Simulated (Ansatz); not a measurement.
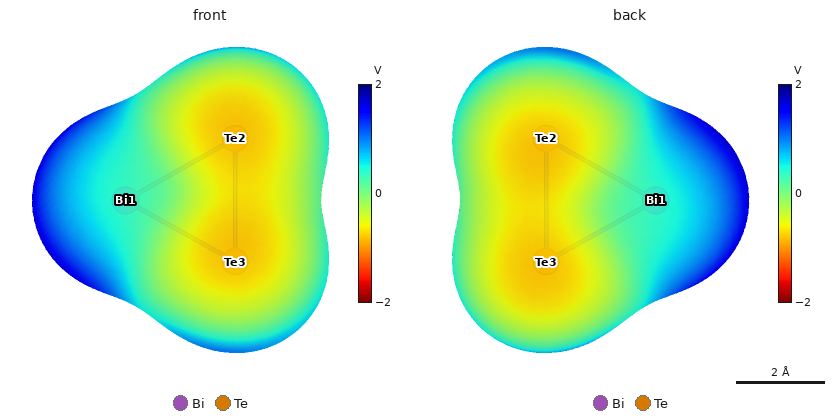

*BiTe$_{2}$ (doublet). The electrostatic potential painted on the density surface at 0.002 e/bohr³, seen from the front and from behind; red is negative and blue positive.*

Geometry: B3LYP-D4/def2-SVP; core potentials replace the inner electrons of Bi and Te.

Level of theory: UKS PBE0-D4/def2-TZVP (Ansatz).

```xyz
3

Bi    0.9486    0.3643    1.3189
Te   -1.2450   -1.0619    0.1378
Te    0.2963    0.6976   -1.4568
```

> Where is the surface potential most negative and most positive?

The most negative region (about −0.8 V, or −18 kcal/mol for a unit charge) lies over Te2 and Te3, the most positive (about +1.6 V, or +37 kcal/mol for a unit charge) over Bi1.
